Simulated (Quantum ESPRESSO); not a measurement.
# Commensurate spirals of Fe

Wanted: E(q) of Fe at simple fractions of a reciprocal vector.

Program: Quantum ESPRESSO 7.5. Level of theory: LDA; plane waves with GBRV 1.5 LDA potentials, no spin-orbit coupling, flat spiral in a supercell. Results are calculated unless marked as measured.

## Step 1: Set-up

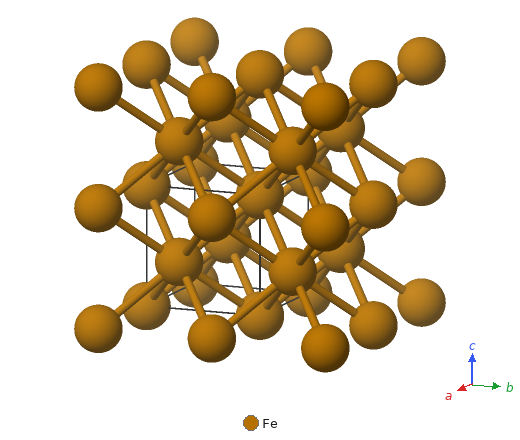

The starting structure, seen slightly off an axis (iron orange). 2×2×2 cells are drawn. This picture shows the conventional cell, with its axes. Some periodic images of atoms are drawn too.

The lattice constants were typed from memory of published values and not checked against a source.

## Step 2: Parallel moments, one cell

Contents of pw.in:

```
&CONTROL
  calculation = 'scf'
  prefix = 'pwscf'
  outdir = './tmp'
  pseudo_dir = './pseudo'
  disk_io = 'nowf'
/
&SYSTEM
  ibrav = 0
  celldm(1) = 8
  nat = 1
  ntyp = 1
  ecutwfc = 34
  ecutrho = 238
  nbnd = 28
  occupations = 'smearing'
  smearing = 'fd'
  degauss = 0.00367493
  noncolin = .true.
  starting_magnetization(1) = 0.175
  angle1(1) = 90
  angle2(1) = 0
/
&ELECTRONS
  conv_thr = 1d-08
  electron_maxstep = 150
  mixing_beta = 0.3
/
ATOMIC_SPECIES
Fe     55.8450 fe_lda_v1.5.uspp.F.UPF
CELL_PARAMETERS alat
   0.0000000000000    0.0000000000000    0.6769943841472
   0.3384971920736   -0.3384971920736    0.3384971920736
   0.3384971920736    0.3384971920736    0.3384971920736
ATOMIC_POSITIONS crystal
Fe      0.0000000000    0.0000000000    0.0000000000
K_POINTS automatic
12 12 24 0 0 0
```

Started as:

```sh
$ OMP_NUM_THREADS=1 mpirun -n 4 pw.x -nk 4 -in pw.in > pw.out
```

The log of the run:

```text
Program PWSCF v.7.5 starts

     Message from routine setup:
     using ibrav=0 with symmetry is DISCOURAGED, use correct ibrav instead

     K-points division:     npool     =       4
     Subspace diagonalization in iterative solution of the eigenvalue problem:

     G-vector sticks info
     --------------------
     sticks:   dense  smooth     PW     G-vecs:    dense   smooth      PW
     Sum         395     221     91                 4921     2123     555

     Using Slab Decomposition

     bravais-lattice index     =            0
     lattice parameter (alat)  =       8.0000  a.u.
     unit-cell volume          =      79.4319 (a.u.)^3
     number of atoms/cell      =            1
     number of atomic types    =            1
     number of electrons       =        16.00
     number of Kohn-Sham states=           28
     kinetic-energy cutoff     =      34.0000  Ry
     charge density cutoff     =     238.0000  Ry
     scf convergence threshold =      1.0E-08
     mixing beta               =       0.3000
     number of iterations used =            8  plain     mixing
     Exchange-correlation=  SLA  PZ   NOGX NOGC
                           (   1   1   0   0   0   0   0)
     Noncollinear calculation without spin-orbit

     celldm(1)=   8.000000  celldm(2)=   0.000000  celldm(3)=   0.000000
     celldm(4)=   0.000000  celldm(5)=   0.000000  celldm(6)=   0.000000

     crystal axes: (cart. coord. in units of alat)
               a(1) = (   0.000000   0.000000   0.676994 )
               a(2) = (   0.338497  -0.338497   0.338497 )
               a(3) = (   0.338497   0.338497   0.338497 )

     reciprocal axes: (cart. coord. in units 2 pi/alat)
               b(1) = ( -1.477117  0.000000  1.477117 )
               b(2) = (  1.477117 -1.477117  0.000000 )
               b(3) = (  1.477117  1.477117 -0.000000 )

     PseudoPot. # 1 for Fe read from file:
     fe_lda_v1.5.uspp.F.UPF
     Pseudo is Ultrasoft + core correction, Zval = 16.0
     Generated by new atomic code, or converted to UPF format
     Using radial grid of  861 points,  6 beta functions with:
                l(1) =   0
                l(2) =   0
                l(3) =   1
                l(4) =   1
                l(5) =   2
                l(6) =   2
     Q(r) pseudized with  8 coefficients,  rinner =    1.000   1.000   1.000
                                                       1.000   1.000

     atomic species   valence    mass     pseudopotential
     Fe               16.00    55.84500     Fe( 1.00)

     16 Sym. Ops., with inversion, found

   Cartesian axes

     site n.     atom                  positions (alat units)
         1        Fe     tau(   1) = (   0.0000000   0.0000000   0.0000000  )

     number of k points=   904  Fermi-Dirac smearing, width (Ry)=  0.0037

     Number of k-points >= 100: set verbosity='high' to print them.

     Dense  grid:     4921 G-vectors     FFT dimensions: (  27,  24,  24)

     Smooth grid:     2123 G-vectors     FFT dimensions: (  24,  18,  18)

     Check: negative core charge=   -0.000042
     Generating pointlists ...
     new r_m :   0.2418 (alat units)  1.9348 (a.u.) for type    1

     Initial potential from superposition of free atoms

     starting charge      15.0000, renormalised to      16.0000

 ==============================================================================
     atom number    1 relative position :    0.0000   0.0000   0.0000
     charge :    14.667867  (integrated on a sphere of radius 0.242)
     magnetization :          2.566877    0.000000    0.000000
     magnetization/charge:    0.175000    0.000000    0.000000
     polar coord.: r, theta, phi [deg] :     2.566877   90.000000    0.000000

 ==============================================================================
     Starting wfcs are   26 randomized atomic wfcs +    2 random wfcs

     Self-consistent Calculation

     iteration #  1     ecut=    34.00 Ry     beta= 0.30
     Davidson diagonalization with overlap
     ethr =  1.00E-02,  avg # of iterations =  4.9

     total energy              =    -249.81131094 Ry
     estimated scf accuracy    <       2.39053100 Ry

     total magnetization       =     1.95     0.00    -0.00 Bohr mag/cell
     absolute magnetization    =     1.95 Bohr mag/cell

     iteration #  2     ecut=    34.00 Ry     beta= 0.30
     Davidson diagonalization with overlap
     ethr =  1.00E-02,  avg # of iterations =  2.0

     total energy              =    -250.28984859 Ry
     estimated scf accuracy    <       0.04922380 Ry

     total magnetization       =     2.41    -0.00    -0.00 Bohr mag/cell
     absolute magnetization    =     2.44 Bohr mag/cell

     iteration #  3     ecut=    34.00 Ry     beta= 0.30
     Davidson diagonalization with overlap
     ethr =  3.08E-04,  avg # of iterations =  1.9

     total energy              =    -250.29915813 Ry
     estimated scf accuracy    <       0.00339597 Ry

     total magnetization       =     2.32     0.00    -0.00 Bohr mag/cell
     absolute magnetization    =     2.36 Bohr mag/cell

     [... further iterations left out ...]

     iteration #  7     ecut=    34.00 Ry     beta= 0.30
     Davidson diagonalization with overlap
     ethr =  2.27E-07,  avg # of iterations =  2.0

     total energy              =    -250.29971013 Ry
     estimated scf accuracy    <       0.00001878 Ry

     total magnetization       =     2.28    -0.00    -0.00 Bohr mag/cell
     absolute magnetization    =     2.35 Bohr mag/cell

     iteration #  8     ecut=    34.00 Ry     beta= 0.30
     Davidson diagonalization with overlap
     ethr =  1.17E-07,  avg # of iterations =  1.3

     total energy              =    -250.29971325 Ry
     estimated scf accuracy    <       0.00000001 Ry

     total magnetization       =     2.28    -0.00     0.00 Bohr mag/cell
     absolute magnetization    =     2.35 Bohr mag/cell

     iteration #  9     ecut=    34.00 Ry     beta= 0.30
     Davidson diagonalization with overlap
     ethr =  7.69E-11,  avg # of iterations =  3.0

     total energy              =    -250.29971328 Ry
     estimated scf accuracy    <       0.00000002 Ry

     total magnetization       =     2.28     0.00    -0.00 Bohr mag/cell
     absolute magnetization    =     2.35 Bohr mag/cell

     iteration # 10     ecut=    34.00 Ry     beta= 0.30
     Davidson diagonalization with overlap
     ethr =  7.69E-11,  avg # of iterations =  1.6

 ==============================================================================
     atom number    1 relative position :    0.0000   0.0000   0.0000
     charge :    14.430276  (integrated on a sphere of radius 0.242)
     magnetization :          2.300354    0.000000   -0.000000
     magnetization/charge:    0.159412    0.000000   -0.000000
     polar coord.: r, theta, phi [deg] :     2.300354   90.000000    0.000000

 ==============================================================================

     End of self-consistent calculation

     Number of k-points >= 100: set verbosity='high' to print the bands.

     the Fermi energy is    17.0466 ev

!    total energy              =    -250.29971331 Ry
     estimated scf accuracy    <          2.4E-10 Ry
     smearing contrib. (-TS)   =      -0.00059455 Ry
     internal energy E=F+TS    =    -250.29911876 Ry

     The total energy is F=E-TS. E is the sum of the following terms:
     one-electron contribution =    -116.90785398 Ry
     hartree contribution      =      67.42990345 Ry
     xc contribution           =     -28.80279832 Ry
     ewald contribution        =    -172.01836992 Ry

     total magnetization       =     2.28     0.00    -0.00 Bohr mag/cell
     absolute magnetization    =     2.35 Bohr mag/cell

     convergence has been achieved in  10 iterations

=------------------------------------------------------------------------------=
   JOB DONE.
=------------------------------------------------------------------------------=
```

It took 63 s on 4 MPI ranks of Intel Xeon at 2.70GHz, shared host; peak memory 0.45 GiB; 4.1 min of CPU time.

Spin moment in the atom's sphere by atom:

| atom | x (μB) | y (μB) | z (μB) | size |
| --- | --- | --- | --- | --- |
| Fe1 | 2.30 | 0.00 | 0.00 | 2.30 |

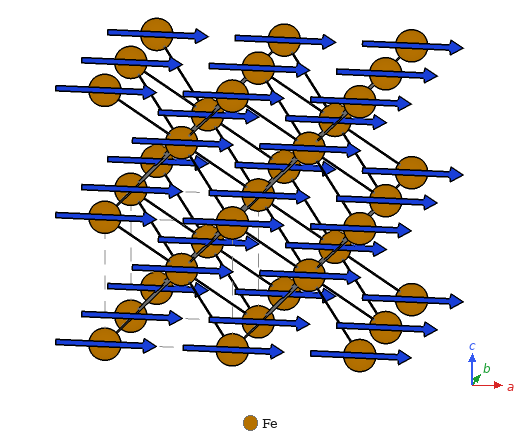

Spin moment in the atom's sphere as arrows, the longest 2.30 μB. 2×2×2 conventional cells are drawn. Some periodic images of atoms are drawn too.

This step gave:

| Item | Value |
| --- | --- |
| smearing term TS | 0.008089 eV |
| magnetization | 2.281, 0, 0 μB |
| absolute magnetization | 2.352 μB |
| final state | ferromagnetic |

## Step 3: One turn in 2 cells along the input cell's c

Neighbouring cells are turned by 180° in the xy plane; the cell holds 2 atoms.

Contents of pw.in:

```
&CONTROL
  calculation = 'scf'
  prefix = 'pwscf'
  outdir = './tmp'
  pseudo_dir = './pseudo'
  disk_io = 'nowf'
/
&SYSTEM
  ibrav = 0
  celldm(1) = 8
  nat = 2
  ntyp = 2
  ecutwfc = 34
  ecutrho = 238
  nbnd = 46
  occupations = 'smearing'
  smearing = 'fd'
  degauss = 0.00367493
  noncolin = .true.
  starting_magnetization(1) = 0.175
  angle1(1) = 90
  angle2(1) = 0
  starting_magnetization(2) = 0.175
  angle1(2) = 90
  angle2(2) = 180
/
&ELECTRONS
  conv_thr = 2d-08
  electron_maxstep = 150
  mixing_beta = 0.3
/
ATOMIC_SPECIES
Fe1    55.8450 fe_lda_v1.5.uspp.F.UPF
Fe2    55.8450 fe_lda_v1.5.uspp.F.UPF
CELL_PARAMETERS alat
   0.0000000000000    0.0000000000000    0.6769943841472
   0.3384971920736   -0.3384971920736    0.3384971920736
   0.6769943841472    0.6769943841472    0.6769943841472
ATOMIC_POSITIONS crystal
Fe1     0.0000000000    0.0000000000    0.0000000000
Fe2     0.0000000000    0.0000000000    0.5000000000
K_POINTS automatic
12 12 12 0 0 0
```

The log of the run:

```text
     [... lines left out ...]
Program PWSCF v.7.5 starts
     [... lines left out ...]
     number of atoms/cell      =            2
     [... lines left out ...]
     number of electrons       =        32.00
     number of Kohn-Sham states=           46
     kinetic-energy cutoff     =      34.0000  Ry
     charge density cutoff     =     238.0000  Ry
     scf convergence threshold =      2.0E-08
     [... lines left out ...]
     Noncollinear calculation without spin-orbit
     [... lines left out ...]
      4 Sym. Ops., with inversion, found
     [... lines left out ...]
     number of k points=   476  Fermi-Dirac smearing, width (Ry)=  0.0037
     [... lines left out ...]
     iteration # 13     ecut=    34.00 Ry     beta= 0.30
     [... lines left out ...]
     atom number    1 relative position :    0.0000   0.0000   0.0000
     [... lines left out ...]
     magnetization :          2.035897   -0.000066   -0.000000
     [... lines left out ...]
     atom number    2 relative position :    0.3385   0.3385   0.3385
     [... lines left out ...]
     magnetization :         -2.035889   -0.000080   -0.000000
     [... lines left out ...]
     the Fermi energy is    17.3208 ev
!    total energy              =    -500.56768849 Ry
     estimated scf accuracy    <          8.8E-09 Ry
     smearing contrib. (-TS)   =      -0.00210770 Ry
     [... lines left out ...]
     total magnetization       =     0.00    -0.00    -0.00 Bohr mag/cell
     absolute magnetization    =     4.20 Bohr mag/cell
     convergence has been achieved in  13 iterations
```

Run time: 2.7 min. Hardware: 4 MPI ranks; peak memory 0.65 GiB; 11 min of CPU time.

Spin moment in the atom's sphere by atom:

| atom | x (μB) | y (μB) | z (μB) | size |
| --- | --- | --- | --- | --- |
| Fe1 | 2.04 | 0.00 | 0.00 | 2.04 |
| Fe2 | -2.04 | 0.00 | 0.00 | 2.04 |

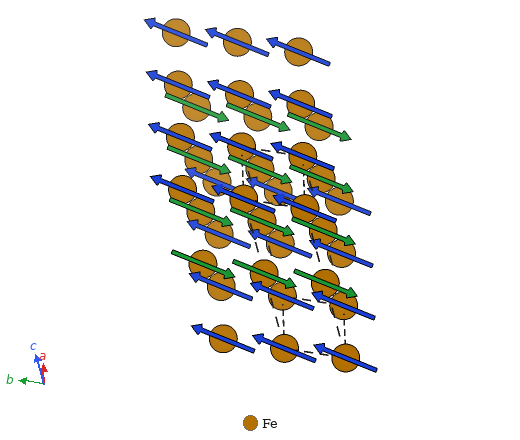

Spin moment in the atom's sphere as arrows, the longest 2.04 μB. The two directions have two colours. 3×2×1 cells are drawn. Some periodic images of atoms are drawn too.

This step gave:

```yaml
smearing_term_ts: 0.02868 eV
magnetization: 0, 0, 0 μB
absolute_magnetization: 4.196 μB
final_state: antiferromagnetic
```

## Step 4: One turn in 3 cells along the input cell's c

Neighbouring cells are turned by 120° in the xy plane; the cell holds 3 atoms.

Contents of pw.in:

```
&CONTROL
  calculation = 'scf'
  prefix = 'pwscf'
  outdir = './tmp'
  pseudo_dir = './pseudo'
  disk_io = 'nowf'
/
&SYSTEM
  ibrav = 0
  celldm(1) = 8
  nat = 3
  ntyp = 3
  ecutwfc = 34
  ecutrho = 238
  nbnd = 64
  occupations = 'smearing'
  smearing = 'fd'
  degauss = 0.00367493
  noncolin = .true.
  starting_magnetization(1) = 0.175
  angle1(1) = 90
  angle2(1) = 0
  starting_magnetization(2) = 0.175
  angle1(2) = 90
  angle2(2) = 120
  starting_magnetization(3) = 0.175
  angle1(3) = 90
  angle2(3) = -120
/
&ELECTRONS
  conv_thr = 3d-08
  electron_maxstep = 150
  mixing_beta = 0.3
/
ATOMIC_SPECIES
Fe1    55.8450 fe_lda_v1.5.uspp.F.UPF
Fe2    55.8450 fe_lda_v1.5.uspp.F.UPF
Fe3    55.8450 fe_lda_v1.5.uspp.F.UPF
CELL_PARAMETERS alat
   0.0000000000000    0.0000000000000    0.6769943841472
   0.3384971920736   -0.3384971920736    0.3384971920736
   1.0154915762208    1.0154915762208    1.0154915762208
ATOMIC_POSITIONS crystal
Fe1     0.0000000000    0.0000000000    0.0000000000
Fe2     0.0000000000    0.0000000000    0.3333333333
Fe3     0.0000000000    0.0000000000    0.6666666667
K_POINTS automatic
12 12 8 0 0 0
```

The log of the run:

```text
     [... lines left out ...]
Program PWSCF v.7.5 starts
     [... lines left out ...]
     number of atoms/cell      =            3
     [... lines left out ...]
     number of electrons       =        48.00
     number of Kohn-Sham states=           64
     kinetic-energy cutoff     =      34.0000  Ry
     charge density cutoff     =     238.0000  Ry
     scf convergence threshold =      3.0E-08
     [... lines left out ...]
     Noncollinear calculation without spin-orbit
     [... lines left out ...]
      2 Sym. Ops. (no inversion) found
     [... lines left out ...]
     number of k points=   588  Fermi-Dirac smearing, width (Ry)=  0.0037
     [... lines left out ...]
     iteration # 14     ecut=    34.00 Ry     beta= 0.30
     [... lines left out ...]
     atom number    1 relative position :    0.0000   0.0000   0.0000
     [... lines left out ...]
     magnetization :          2.155471   -0.000084    0.000000
     [... lines left out ...]
     atom number    2 relative position :    0.3385   0.3385   0.3385
     [... lines left out ...]
     magnetization :         -1.077835    1.866687    0.000000
     [... lines left out ...]
     atom number    3 relative position :    0.6770   0.6770   0.6770
     [... lines left out ...]
     magnetization :         -1.077636   -1.866484    0.000000
     [... lines left out ...]
     the Fermi energy is    17.3272 ev
!    total energy              =    -750.86966764 Ry
     estimated scf accuracy    <          6.3E-09 Ry
     smearing contrib. (-TS)   =      -0.00234192 Ry
     [... lines left out ...]
     total magnetization       =     0.00     0.00     0.00 Bohr mag/cell
     absolute magnetization    =     6.69 Bohr mag/cell
     convergence has been achieved in  14 iterations
```

The job ended after 7.4 min (4 MPI ranks; peak memory 1.3 GiB).

Spin moment in the atom's sphere by atom:

| atom | x (μB) | y (μB) | z (μB) | size |
| --- | --- | --- | --- | --- |
| Fe1 | 2.16 | 0.00 | 0.00 | 2.16 |
| Fe2 | -1.08 | 1.87 | 0.00 | 2.16 |
| Fe3 | -1.08 | -1.87 | 0.00 | 2.16 |

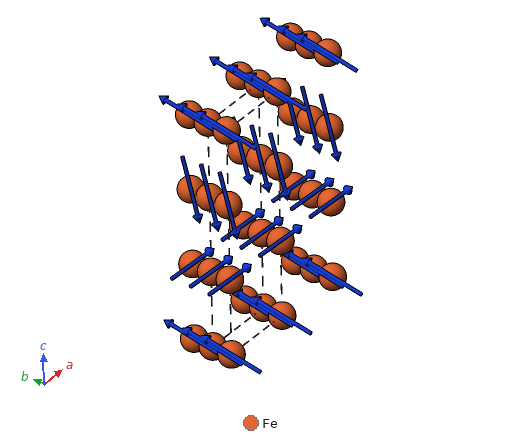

Spin moment in the atom's sphere as arrows, the longest 2.16 μB. 2×2×1 cells are drawn. Some periodic images of atoms are drawn too.

Read from the output:

```
smearing term TS       : 0.03186 eV
magnetization          : 0, 0, 0 μB
absolute magnetization : 6.693 μB
final state            : non-collinear
```

[end of part 1 of 2]

[Logs and program files are shortened in this print: banners, set-up blocks, solver, clock and traceback lines can be left out without a mark of their own.]

[Logs are printed without paths, hosts, clocks, repeated set-up lines and the standing remarks that a program may print on its own settings, such as how far it seeks lower states.]

[Hosts, paths, dates, database ids (printed as entryN), source tags and the programs' standing remarks are cut or masked in the printed files.]

[Where a cell is said to come from a database of computed structures, the database is the Materials Project.]
